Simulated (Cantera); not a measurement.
A closed system holds: 1 mol SiC, a varied amount of N2O, 68 mol H2, equilibrated at 1802 °C and 0.110 Pa.

These are equilibrium values from Cantera (NASA tables, ideal gas, pure condensed phases), not measurements of a reactor. Candidate condensed phases: C, C6H6, C7H8, C8H18, H2O, Si, SiC, SiO2, Si2N2O, Si3N4; 151 gas species. The numbers say what is thermodynamically allowed, not how fast it happens.

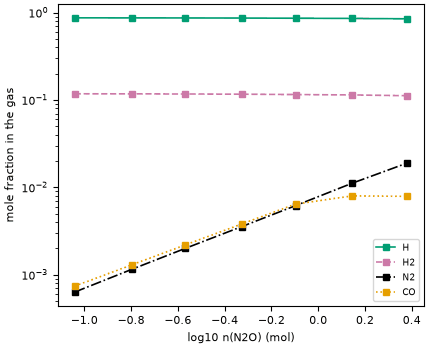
Fig. 1. Equilibrium gas composition (values under 1e-9 drawn at 1e-9)

Question: Read off the mole fractions at 1.4 mol N2O.

Answer: H about 0.86, H2 about 0.11, N2 about 0.011, CO about 0.0080.
